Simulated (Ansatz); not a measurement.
# Formation energy and levels of the antisite F_O (site 1) in VO2F (Cc)

Aim: at which Fermi levels does F_O (site 1) in VO2F (Cc) change its charge? The model is a cell of 64 host atoms with 1 O taken out and 1 F put in.

Main program and level: Ansatz 0.2.0; place-levels on PBEsol runs: charge-transition levels and formation energies with image-charge correction and potential alignment at the atomic sites.

### 1. The starting structure

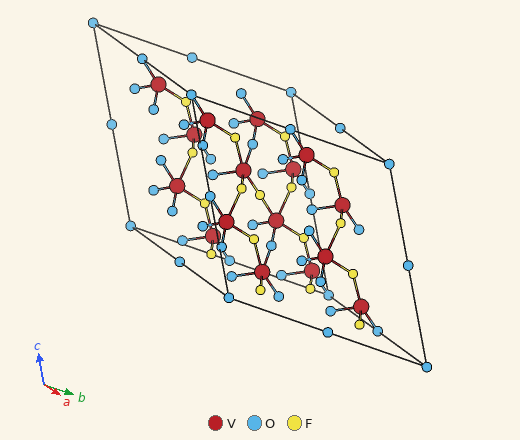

Start, viewed slightly off an axis; vanadium red, oxygen blue, fluorine yellow. Bonds to atoms that aren't drawn are left out. Some periodic images of atoms are drawn too.

The cell holds 64 atoms: 16 V, 31 O and 17 F. Its edges and angles: a = 10.492 Å, b = 10.492 Å, c = 10.358 Å, α = 119.4°, β = 119.4°, γ = 58.5°. It derives from VO2F (space group Cc). Nearest the centre at fractional (0.516, 0.495, 0.529): F30 at 0.00 Å, V42 at 1.69 Å, V17 at 1.85 Å, F32 at 2.58 Å, O45 at 2.59 Å, O36 at 2.60 Å, O44 at 2.60 Å, O19 at 2.63 Å.

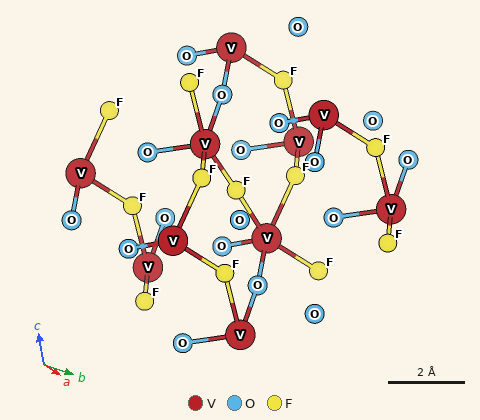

The atoms within 5 Å of the centre. Bonds to atoms that aren't drawn are left out.

Screening for the image-charge correction: ε∞ = principal values (4.32, 4.78, 6.43), ε0 = principal values (7.47, 17.42, 45.45), from a response run on this crystal (DFPT, PBEsol) at that run's own cell.

The cell's shortest repeat is 10.3 Å.

### 2. Charge states

A transition level is the Fermi level at which two charge states cost the same, so each charge needs its own total energy, at its own relaxed structure.

Each atom starts 0.05 Å or so off its site in a random direction. Forces are taken at one point at (¼, ¼, ¼). The cell holds 1 electron fewer than the neutral one, with a uniform background that keeps it neutral on the whole.

The sampling was tested on the host first: at the k-points planned (1x1x1 shifted 0.25 0.25 0.25) its energy lies -0.001 eV an atom from the dense-mesh value, under the bound of 0.02 eV set for this test; that bounds the host's error, not the defect's.

One state's input; the others differ in charge, spin, start and seed, and in occupations where the table says so.

Input file qp1.relax/input.yaml:

```yaml
crystal:
  lattice:
    - [9.1549039, -5.12504429, -0.00491974]
    - [9.1549039, 5.12504429, -0.00491974]
    - [-5.82112496, 0.0, 8.56778155]
  atoms:
    - { symbol: V, position: [0.38322631, 0.11783034, 0.39806361] }
    - { symbol: V, position: [0.11783034, 0.38322631, 0.14806361] }
[... 4 atom lines left out ...]
    - { symbol: F, position: [0.27176588, 0.30079637, 0.33587651] }
    - { symbol: F, position: [0.30079637, 0.27176588, 0.08587651] }
[... 8 atom lines left out ...]
    - { symbol: V, position: [0.38322631, 0.61783034, 0.39806361] }
[... 1 atom line left out ...]
    - { symbol: O, position: [0.24473451, 0.54972783, 0.30481959] }
[... 3 atom lines left out ...]
    - { symbol: F, position: [0.27176588, 0.80079637, 0.33587651] }
[... 6 atom lines left out ...]
    - { symbol: F, position: [0.51556765, 0.49513562, 0.52941629] }
    - { symbol: F, position: [0.27176588, 0.80079637, 0.83587651] }
    - { symbol: F, position: [0.30079637, 0.77176588, 0.58587651] }
    - { symbol: V, position: [0.88322631, 0.11783034, 0.39806361] }
    - { symbol: V, position: [0.61783034, 0.38322631, 0.14806361] }
    - { symbol: O, position: [0.74473451, 0.04972783, 0.30481959] }
    - { symbol: O, position: [0.49513562, 0.51556765, 0.27941629] }
[... 2 atom lines left out ...]
    - { symbol: F, position: [0.77176588, 0.30079637, 0.33587651] }
[... 2 atom lines left out ...]
    - { symbol: V, position: [0.61783034, 0.38322631, 0.64806361] }
[... 1 atom line left out ...]
    - { symbol: O, position: [0.49513562, 0.51556765, 0.77941629] }
    - { symbol: O, position: [0.54972783, 0.24473451, 0.55481959] }
[... 1 atom line left out ...]
    - { symbol: F, position: [0.77176588, 0.30079637, 0.83587651] }
    - { symbol: F, position: [0.80079637, 0.27176588, 0.58587651] }
[... 10 atom lines left out ...]
    - { symbol: O, position: [0.74473451, 0.54972783, 0.80481959] }
[... 1 atom line left out ...]
    - { symbol: O, position: [0.54972783, 0.74473451, 0.55481959] }
[... 2 atom lines left out ...]
    - { symbol: F, position: [0.80079637, 0.77176588, 0.58587651] }
  host:
    repeats: [2, 2, 2]
    atoms:
      - { symbol: V, position: [0.76645262, 0.23566067, 0.79612723] }
      - { symbol: V, position: [0.23566067, 0.76645262, 0.29612723] }
      # ... 6 more atoms of the perfect host
total_charge: 1
basis:
  ecutwfc: 420
  xc_grid: 2
hamiltonian:
  xc: pbesol
kpoints:
  mp_grid: { grid: [1, 1, 1], shift: [0.25, 0.25, 0.25] }
scf:
  occupations: { method: fixed }
  max_iter: 80
output:
  forces: true
  charged_corrections:
    epsilon: [[5.36, 0.0, -1.05], [0.0, 4.78, 0.0], [-1.05, 0.0, 5.39]]
    static_epsilon: [[25.77, 0.0, -18.98], [0.0, 17.42, 0.0], [-18.98, 0.0, 27.15]]
    defect_position: [0.515568, 0.495136, 0.529416]
relax:
  f_tol: 0.02
  max_steps: 80
  random_displacement: { amplitude: 0.05, seed: 85 }
checkpoint:
  write: "../qp1.relax.run"
  compress: false
  write_wavefunctions: true
  write_every: 100000
```

Run with:

```
ansatz run input.yaml --threads 4 --pin off --max-ram 7536MiB --backend cpu --events-out ev --progress --plain --runs-dir out
```

Defect states can disperse in a cell of this size, so the energy is taken again at a 2×2×2 shifted mesh, on the relaxed structure.

The run of this state that the levels use, under PBEsol:

Input file qp1.point/input.yaml:

```yaml
crystal:
  checkpoint: "../qp1.relax.run"
  host: checkpoint
total_charge: 1
basis:
  ecutwfc: 420
  xc_grid: 2
hamiltonian:
  xc: pbesol
kpoints:
  mp_grid: { grid: [2, 2, 2], shift: [0.5, 0.5, 0.5] }
scf:
  occupations: { method: fermi_dirac, width: 0.01 }
  max_iter: 80
output:
  forces: true
  eigenvalues: true
  charged_corrections:
    epsilon: [[5.36, 0.0, -1.05], [0.0, 4.78, 0.0], [-1.05, 0.0, 5.39]]
    static_epsilon: [[25.77, 0.0, -18.98], [0.0, 17.42, 0.0], [-18.98, 0.0, 27.15]]
    defect_position: [0.515568, 0.495136, 0.529416]
  eigenstates: { localisation: true }
  populations: true
  band_densities: [{ bands: [v1, v1] }, { bands: [c1, c1] }]
  write_density: true
  write_potential: true
  volumetric_format: npy
checkpoint:
  read: "../qp1.relax.run"
  write: "../qp1.point.run"
  compress: false
  write_wavefunctions: false
  write_every: 100000
```

Relaxations under PBEsol at one point at (¼, ¼, ¼); times on 4 threads of Arm Neoverse V1, shared host:

```csv
charge,moment (μB),occupations,outcome,steps,largest displacement against the far atoms (Å),time
0,1,fixed,converged,9,0.22,6.2 min
+1,0,fixed,converged,9,0.19,2.8 min
```

Single points under PBEsol at a 2×2×2 shifted mesh; times on 4 threads of Arm Neoverse V1, shared host:

```csv
charge,moment (μB),occupations,outcome,time
0,1,fermi-dirac,converged,4.8 min
+1,0,fermi-dirac,converged,87 s
```

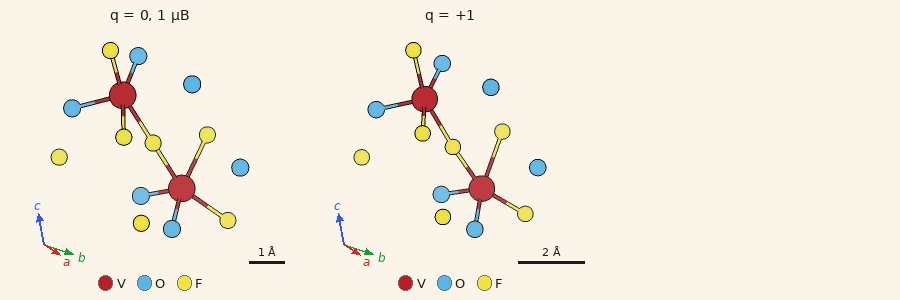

The structures near the centre after relaxation with PBEsol, by charge. Bonds to atoms that aren't drawn are left out.

Distances (Å) from F30 to the nearest atoms after relaxation with PBEsol:

```csv
charge,moment (μB),1.,2.,3.,4.,5.,6.
0,1,V 1.89,V 1.90,F 2.57,F 2.58,O 2.59,O 2.61
+1,0,V 1.87,V 1.93,F 2.56,F 2.59,O 2.60,O 2.61
```

### 3. Levels against the band edges, PBEsol

A charged cell interacts with its images and the background, and its potential has another zero than the host's. place-levels removes the first by a point-charge model, screened by the static dielectric constant since the ions have relaxed around the charge, and the second by comparing potentials at atoms far from the defect.

The host is a run of the defect-free crystal in the same cutoffs, grids and k-points, so that basis and sampling errors cancel in part in the differences. The host is run in a cell of 8 atoms on a matching mesh. Its band edges are searched through the zone by a band path, so the gap is smaller than, or equal to, that on the mesh. Chemical potentials are energies per atom of O (O2 molecule) and F (F2 molecule), run with the same functional and cutoff.

Input file levels.point.yaml:

```yaml
host:
  run: host.point.run
states: [q0_M1.point.run, qp1.point.run]
geometry_from:
  q0_M1.point.run: q0_M1.relax.run
  qp1.point.run: qp1.relax.run
  host.point.run: host.relax.run
chemical_potentials:
  O:
    energy: -558.282649
    dataset: "<sha256 of the dataset>"
  F:
    energy: -797.642924
    dataset: <sha256 of the dataset>
epsilon:
  - [5.36, 0.0, -1.05]
  - [0.0, 4.78, 0.0]
  - [-1.05, 0.0, 5.39]
static_epsilon:
  - [25.77, 0.0, -18.98]
  - [0.0, 17.42, 0.0]
  - [-18.98, 0.0, 27.15]
vertical:
  - { from: qp1.point.run, to: qp1.point_neutral.run }
```

Run with:

```
ansatz place-levels levels.point.yaml -- --threads 4 --pin off --max-ram 7536MiB
```

Numbers of over 12 decimals in the logs are rounded to 6 here.

The program printed:

```text
[... repeated set-up lines and file paths are left out, and long positions are rounded to six places ...]
(+1/0) 1.230 eV above the valence edge, 0.351 eV under the conduction edge
formation energy of charge +1: -2.359 eV with the Fermi level at the valence edge
formation energy of charge 0: -1.129 eV with the Fermi level at the valence edge
vertical +1 to 0: no energy, since no alignment is typed
  the change from vertical[0].from (qp1.point.run) to vertical[0].to (qp1.point_neutral.run): by its potential at epsilon [[5.36, 0, -1.05], [0, 4.78, 0], [-1.05, 0, 5.39]] it stands at 0.504 0.435 0.803, with an rms radius of about 3.7 Å (2.1 2.0 2.3 Å [...]
  edges by pbesol, gap 1.581 eV; the host is sampled to repeats of 20.50 Å
  the defect's cells are sampled to repeats of 20.50 Å, like sampling
  charge +1: -77195.7341 eV with its correction of +0.059 eV, at epsilon [[25.77, 0, -18.98], [0, 17.42, 0], [-18.98, 0, 27.15]], aligned at sites: -0.0549 eV, mean over 24 atomic sites at or beyond 5.13 Å from the host's site at [0.5187, 0.4944, 0.5284] by [...]
  charge 0: +0.000 eV for its dipole among its images, +0.000 omitted
  of states[1] (qp1.point.run): it parts from the run at its places by a charge that spreads by about 2.3 Å along one vector (1.5 Å or more is wide), by its potential at epsilon [[5.36, 0, -1.05], [0, 4.78, 0], [-1.05, 0, 5.39]], taken for that of held ions [...]
  of states[0] (q0_M1.point.run): its sublattices stand up to 0.0907 Å off the host's, which by the two runs' forces adds about -0.04 eV to its energy against the host's, and moves the band edges: relax the crystal first, and build the cells on it; [...]
  of vertical[0].from (qp1.point.run): its displacements don't fall off away from the defect: farther atoms stand 0.051 Å off the host's places. [...]
  vertical[0].to (qp1.point_neutral.run): levels filled in part (TS 0.003 eV): its energy is of no whole electron's
  of vertical[0].to (qp1.point_neutral.run): its displacements don't fall off away from the defect: farther atoms stand 0.051 Å off the host's places. [...]
```

It took 0.23 s on 4 threads of Arm Neoverse V1, shared host.

Levels between the charges placed, in eV above the valence top:

```csv
,gap (eV),(+1/0)
PBEsol,1.58,1.23
```

Corrections by state:

```csv
charge,moment (μB),image terms and alignment (eV),band filling (eV),ε used,"over the lowest of its charge, as the program ranks them, band filling apart (eV)"
+1,0.0,0.059,-,"principal values (7.47, 17.42, 45.45)",0.000
0,1.0,0.000,-,-,0.000
```

The charged structures listed were also run neutral, and place-levels reads from each pair, by the potential or the spins, how wide the charge is by which they differ; that can be the carrier of either run.

```csv
charge,rms radius (Å),spread where it is widest against the cell (Å),wide from (Å),reading
+1,3.7,2.34,1.48,wide
```

The neutral runs of these pairs need not share the spin of the lowest neutral state, and very wide values only mean spread over the cell.

From the program's caveats on the states, each cut to its opening words:

- charge +1: it parts from the run at its places by a charge that spreads by about 2.3 Å along one vector (1.5 Å or more is wide), by its potential at epsilon [[5.36, 0, [...]
- charge +1: the far atoms show a dipole or second moment of the defect's charge, for which the correction takes or leaves out 0.07 eV: further moments aren't read, and the [...]
- charge +1: its sublattices stand up to 0.0278 Å off the host's, which by the two runs' forces adds about -0.02 eV to its energy against the host's, and moves the band [...]
- charge +1: its displacements don't fall off away from the defect: farther atoms stand 0.051 Å off the host's places
- charge 0 (1 μB): its sublattices stand up to 0.0907 Å off the host's, which by the two runs' forces adds about -0.04 eV to its energy against the host's, and moves the band [...]
- charge 0 (1 μB): its displacements don't fall off away from the defect: farther atoms stand 0.098 Å off the host's places

Chemical potentials of the elements' reference phases, run alike. Formation energies (elemental references), with the Fermi level at the valence top and at the conduction bottom (gap 1.58 eV):

```csv
charge,at valence top (eV),at conduction bottom (eV),correction included (eV)
+1,-2.36,-0.78,0.06
0,-1.13,-1.13,0.00
```

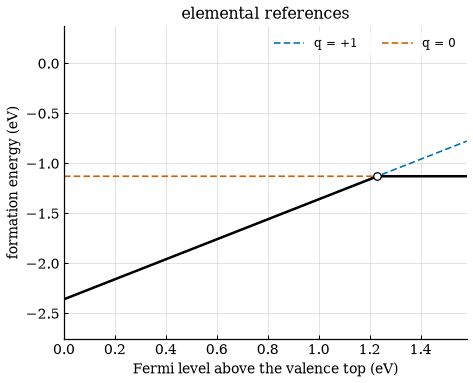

Formation energy against Fermi level; the thick line follows the lowest charge state and circles mark the transition levels.

### 4. Effect of the sampling

The relaxations' own energies give the levels at their sampling, for comparison.

Input file levels.relax_mesh.yaml:

```yaml
host:
  run: host.relax.run
states: [q0_M1.relax.run, qp1.relax.run]
chemical_potentials:
  O:
    energy: -558.282649
    dataset: "<sha256 of the dataset>"
  F:
    energy: -797.642924
    dataset: <sha256 of the dataset>
```

Run with:

```
ansatz place-levels levels.relax_mesh.yaml -- --threads 4 --pin off --max-ram 7536MiB
```

The program printed:

```text
(+1/0) 1.182 eV above the valence edge, 0.404 eV under the conduction edge
formation energy of charge +1: -2.326 eV with the Fermi level at the valence edge
formation energy of charge 0: -1.145 eV with the Fermi level at the valence edge
  edges by pbesol, gap 1.586 eV; the host is sampled to repeats of 10.25 Å
[... the lines on each state left out ...]
```

The job ended after 0.09 s (4 threads).

Levels between neighbouring charges, in eV above the valence top:

```csv
,gap (eV),(+1/0)
"one point at (¼, ¼, ¼)",1.59,1.18
a 2×2×2 shifted mesh,1.58,1.23
```

Going from one point at (¼, ¼, ¼) to a 2×2×2 shifted mesh moves the levels that carry no band-filling term by up to 0.05 eV and formation energies against the elements by up to 0.03 eV.

### 5. Another choice

The levels are placed again with one choice changed, to see how much they rest on it.

levels.try1.yaml is levels.point.yaml with these lines changed:

```diff
+defect_position:
+  qp1.point.run: [0.6356, 0.6151, 0.6494]
```

Run with:

```
ansatz place-levels levels.try1.yaml -- --threads 4 --pin off --max-ram 7536MiB
```

The program printed:

```text
(+1/0) 1.249 eV above the valence edge, 0.332 eV under the conduction edge
formation energy of charge +1: -2.377 eV with the Fermi level at the valence edge
formation energy of charge 0: -1.129 eV with the Fermi level at the valence edge
vertical +1 to 0: no energy, since no alignment is typed
  edges by pbesol, gap 1.581 eV; the host is sampled to repeats of 20.50 Å
[... the lines on each state left out ...]
```

The change: the charge placed away from the defect.

Levels in eV above the valence top; the changed ones are not the defect's:

```csv
,gap (eV),(+1/0)
changed,1.58,1.25
as set up,1.58,1.23
```

The largest shift is 0.02 eV.

### 6. Summary of results

```json
{
  "gap of the host": "1.58 eV (PBEsol)",
  "level (plus 1/0)": "1.23 eV above the valence top",
  "lowest of the charges placed, just above the valence top (0.02 eV)": "+1",
  "lowest of the charges placed, just below the conduction bottom (0.02 eV)": "0",
  "lowest formation energy at mid-gap of the charges run, elemental references": "-1.57 eV"
}
```

Of the charges placed (0 and +1), the lowest changes at 1.23 eV (+1/0) above the valence top, in a gap of 1.58 eV. Charges above +1 and below 0 were not placed, so these runs say nothing of levels that involve them. States placed: +1 at 0 μB; 0 at 1 μB. Other spin states or structures, where not listed, weren't placed. The lowest formation energy (elemental references) is negative across the gap, so the defect would form by itself: these chemical potentials lie beyond what competing compounds allow, or the host is unstable against it. Going from one point at (¼, ¼, ¼) to a 2×2×2 shifted mesh moves the levels that carry no band-filling term by up to 0.05 eV and formation energies against the elements by up to 0.03 eV. Limits: PBEsol makes the gap too small and tends to spread out bound carriers; where a gas molecule sets a chemical potential or the host's formation energy, its binding is uncorrected; force components of up to 0.18 eV/Å remain in a run at the final settings.

[Logs are printed without paths, hosts, clocks, repeated set-up lines and the standing remarks that a program may print on its own settings, such as how far it seeks lower states.]

[Hosts, paths, dates, database ids (printed as entryN), source tags and the programs' standing remarks are cut or masked in the printed files.]

[Where a table of states has a column of steps, it counts the stored structures, which are thinned; the runs took as many ionic steps or more.]

[A defect's name tells the site on which it was built; relaxed atoms can leave that site.]

[For some hosts the program warned that the k-mesh of the response run may be too coarse for force constants and the static dielectric constant; such warnings are not shown here.]
